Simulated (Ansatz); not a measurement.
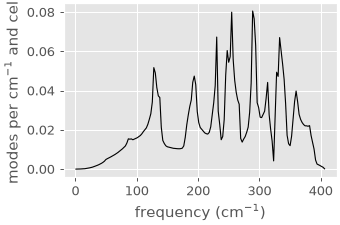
*Phonon density of states of TiS2 (CdI2 type, P-3m1), 3 atoms a cell, plane-wave PAW LDA (Ansatz code)*

Task: Estimate the mean frequency and the zero-point energy.

Result: The mean is about 240 cm⁻¹, and (3/2)ħ⟨ω⟩ gives 45.1 meV/atom.

Task: What share of the Dulong–Petit heat capacity is reached at 100 K and at 300 K?

Result: 43 % and 88 %.

Symmetry was held in the LDA relaxation; phonons on a q-mesh show no instability. No spin polarisation was allowed. A crystal of weakly bound layers computed without a dispersion correction: the cell and the soft elastic constants depend strongly on that. As this level gives no gap, phonon frequencies hold no LO–TO term and depend on the k-mesh and smearing (Fermi–Dirac, 0.1 eV here).

Potentials: the later of the program's two PAW sets.
